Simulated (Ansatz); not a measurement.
InHCl (SMILES [Cl][InH]): the energy, rung by rung

InHCl: 3 atoms, total charge 0, spin state doublet. SMILES: `[Cl][InH]`. Geometry: relaxed at PBE0-D4/def2-TZVP.

```xyz
3

Cl   -1.6498    0.3968   -0.8674
In    0.4095    0.5424    0.2861
H     1.2294   -1.0039    0.5681
```

Each level gives the energy change with the In2–H3 bond stretched from 1.773 to 2.216 Å (eV). The values are calculated.

| level | kind | program | value (eV) | less FCI/STO-3G |
| --- | --- | --- | --- | --- |
| USVWN5/STO-3G | LDA | Ansatz | 1.33 | +0.23 |
| U-revPBE/STO-3G | GGA | Ansatz | 1.19 | +0.09 |
| U-r2SCAN/STO-3G | meta-GGA | Ansatz | 1.29 | +0.19 |
| UPBE0/STO-3G | global hybrid | Ansatz | 1.29 | +0.19 |
| UCAM-B3LYP/STO-3G | range-separated hybrid | Ansatz | 1.37 | +0.27 |
| RPA@PBE/STO-3G | RPA | Ansatz | 1.06 | -0.04 |
| UMP2/STO-3G | perturbation theory | Ansatz | 1.36 | +0.26 |
| UBCCD(T)/STO-3G | coupled cluster or CI | Ansatz | 1.10 | 0.00 |
| UCCSD(T)/STO-3G | coupled cluster or CI | Ansatz | 1.10 | 0.00 |
| FCI/STO-3G | exact in the basis | Ansatz | 1.10 | 0.00 |

FCI/STO-3G is exact within its basis and frozen core, so for wave-function methods in that basis the difference is their error; functionals converge differently with the basis, so for them it is only a difference. All-electron rows without a relativistic Hamiltonian named are non-relativistic. The first shape isn't each level's own minimum. The values span 1.06 to 1.37 eV. Spin contamination of the reference (⟨S²⟩ at least 0.1 too high) touches UMP2/STO-3G, UBCCD(T)/STO-3G, UCCSD(T)/STO-3G. All rows use very small basis sets, so even the best lies far from the true value. In the correlated wave-function rows the outer d shell of In is correlated, in sets not made for it.

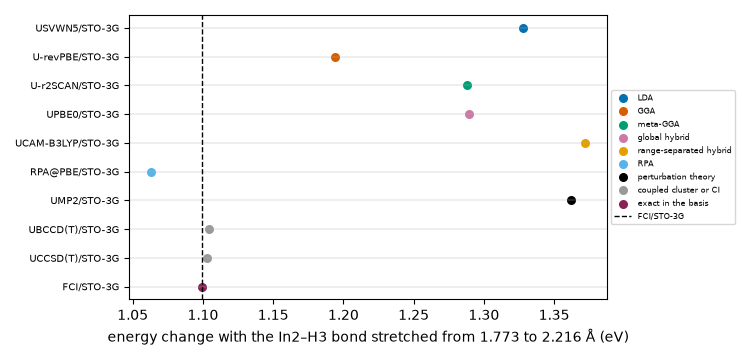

The values of the table, level by level.
